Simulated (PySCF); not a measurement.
## Electronic structure of C₄H₁₁NSi₂ in real space

```yaml
atoms:
  - { symbol: C, position_ang: [2.7194, 0.1891, 0.0604] }
  - { symbol: N, position_ang: [1.4695, -0.1988, 0.6802] }
  - { symbol: C, position_ang: [0.2771, 0.4860, 0.1860] }
  - { symbol: C, position_ang: [-0.1680, -0.0087, -1.1636] }
  - { symbol: C, position_ang: [-1.3945, -0.4468, -1.4289] }
  - { symbol: Si, position_ang: [-2.6864, -0.4349, -0.0538] }
  - { symbol: Si, position_ang: [-1.1417, 0.3157, 1.4879] }
  - { symbol: H, position_ang: [3.5329, -0.3424, 0.5539] }
  - { symbol: H, position_ang: [2.7802, -0.0160, -1.0189] }
  - { symbol: H, position_ang: [2.8632, 1.2598, 0.2136] }
  - { symbol: H, position_ang: [1.3344, -1.2018, 0.5952] }
  - { symbol: H, position_ang: [0.5540, 1.5431, 0.0855] }
  - { symbol: H, position_ang: [0.6032, -0.0195, -1.9296] }
  - { symbol: H, position_ang: [-1.6225, -0.8019, -2.4252] }
  - { symbol: H, position_ang: [-3.2594, -1.7811, 0.0922] }
  - { symbol: H, position_ang: [-3.8003, 0.4488, -0.4243] }
  - { symbol: H, position_ang: [-1.3776, 1.6185, 2.1210] }
  - { symbol: H, position_ang: [-0.6921, -0.6029, 2.5366] }
```

Geometry: GFN2-xTB.

These are results of PBE0/pcSseg-1, SCF density, gas phase, non-relativistic (PySCF), not measurements.

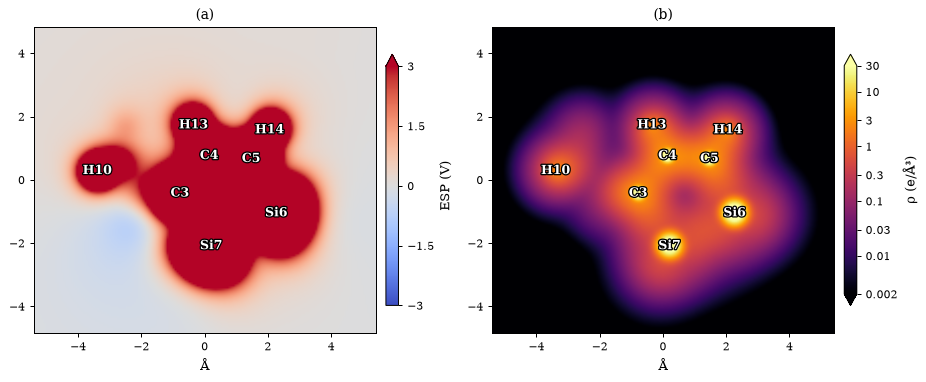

Figure 1. (a) molecular electrostatic potential; (b) total electron density on the plane of atoms Si6, C5 and H14.

**Interpret the plot.**

The plane passes through C, Si and H nuclei.
C–C (1.33 Å): ρ at the midpoint is about 2.3 e/Å³.
C–Si (1.89 Å): ρ at the midpoint is about 0.92 e/Å³.
Si–Si (2.31 Å): ρ is about 0.66 e/Å³ halfway.
C–C (1.50 Å): ρ is about 1.7 e/Å³ halfway.
C–Si (1.93 Å): ρ at the midpoint is about 0.89 e/Å³.
Outside the dense part of the molecule the potential is most negative (−0.7 V) near N2, which lies off the plane.

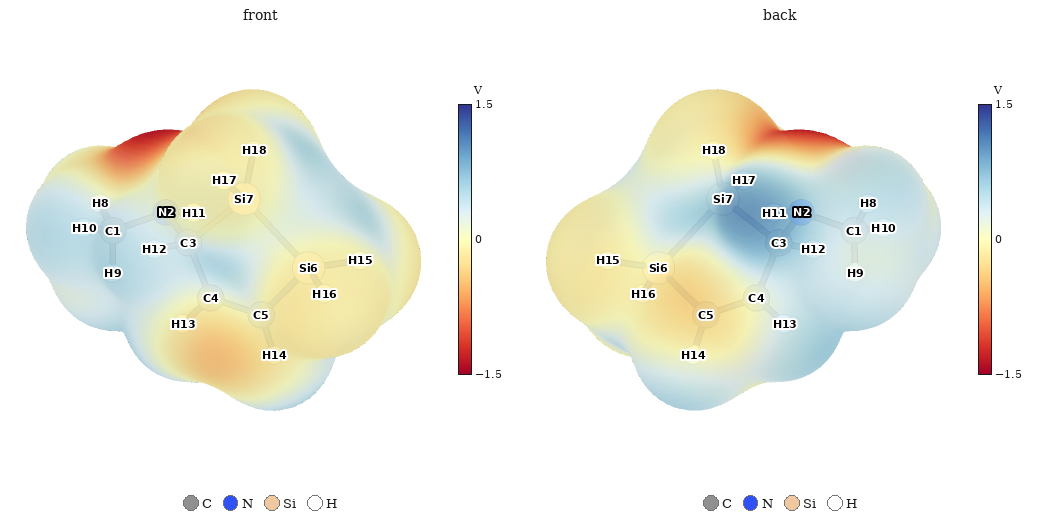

Figure 2. The electrostatic potential painted on the density surface at 0.001 e/bohr³, seen from the front and from behind; the colour scale runs from red (negative) to blue (positive).

**Describe the electrostatic potential map.**

The most negative region (about −1.3 V) lies over N2, the most positive (about +1.0 V) over H11. N2 is the likeliest acceptor of a hydrogen bond.

**What dipole moment does the calculation give?**

Its dipole moment is 1.29 D.
